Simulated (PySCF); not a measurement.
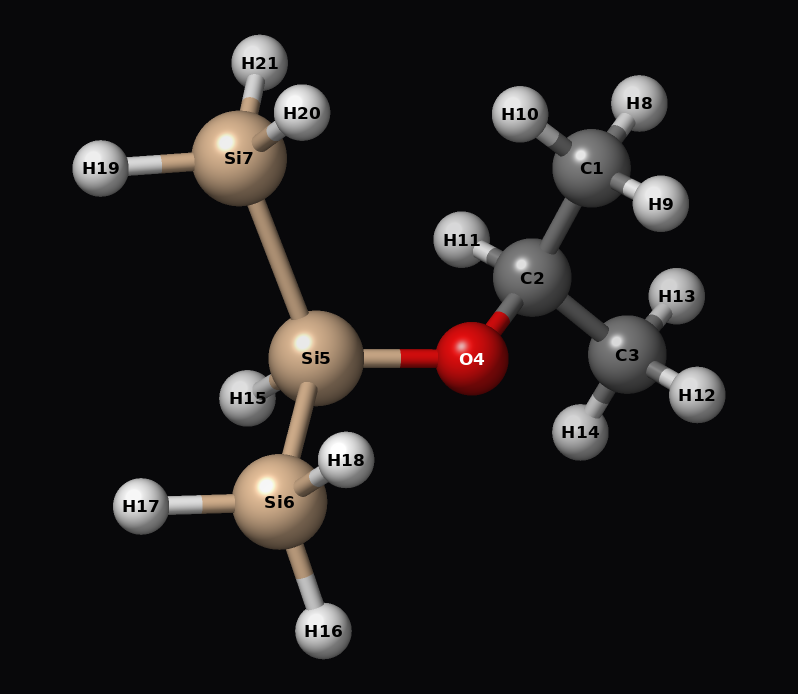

The geometry was computed by an optimisation with PBE0-D3(BJ)/def2-SVP. No frequency run is at hand to confirm it as a minimum. Level of theory: delta-SCF UKS SCAN, pcX-2 on the ionised atom, pcseg-1 elsewhere, spin-free X2C (PySCF 2.14.0).

Give the core-electron binding energies (to vacuum; p and d levels without spin–orbit splitting) of C1 1s, C2 1s, O4 1s, Si5 1s, Si5 2p, Si6 1s, Si6 2p.

```json
{"atom": "C1", "level": "1s", "binding energy (eV)": "290.6"}
{"atom": "C2", "level": "1s", "binding energy (eV)": "292.1"}
{"atom": "O4", "level": "1s", "binding energy (eV)": "537.5"}
{"atom": "Si5", "level": "1s", "binding energy (eV)": "1846.4"}
{"atom": "Si5", "level": "2p", "binding energy (eV)": "106.8"}
{"atom": "Si6", "level": "1s", "binding energy (eV)": "1846.1"}
{"atom": "Si6", "level": "2p", "binding energy (eV)": "106.6"}
```
